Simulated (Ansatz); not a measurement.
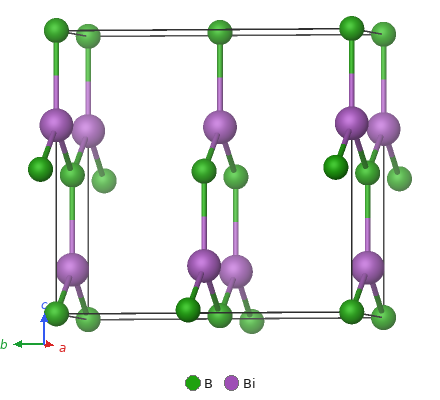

BiB (Fmm2, No. 42): the geometry given to an electronic-structure calculation, possibly off equilibrium; the starting structure was generated, so it need not be a known form of this composition.

```xyz
8
Lattice="3.9171 0.0000 0.0000 0.0000 7.0718 0.0000 0.0000 0.0000 6.6627" Properties=species:S:1:pos:R:3 pbc="T T T"
B     1.9585    0.0000    3.3350
Bi    1.9585    0.0000    1.1069
B     1.9585    3.5359    0.0037
Bi    1.9585    3.5359    4.4383
B     0.0000    0.0000    0.0037
Bi    0.0000    0.0000    4.4383
B     0.0000    3.5359    3.3350
Bi    0.0000    3.5359    1.1069
```

**What will a dark-field STEM-like image along [001] show? Simulated incoherent Z contrast: every atom adds Z^1.7 spread by a probe of 1.22 Å full width; channelling and multiple scattering are left out. The probe carries 15 % of its weight in a tail 2.5 times as wide. Shot noise was added.**

The columns repeat on a rectangular net of 1.96 × 3.54 Å (plane group p2mm). All columns are alike (Bi + B). The shortest distance between visible columns is 1.96 Å in projection. Along the beam the structure repeats every 6.66 Å.

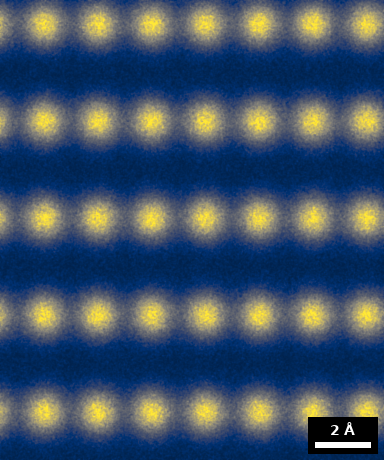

The simulated image.
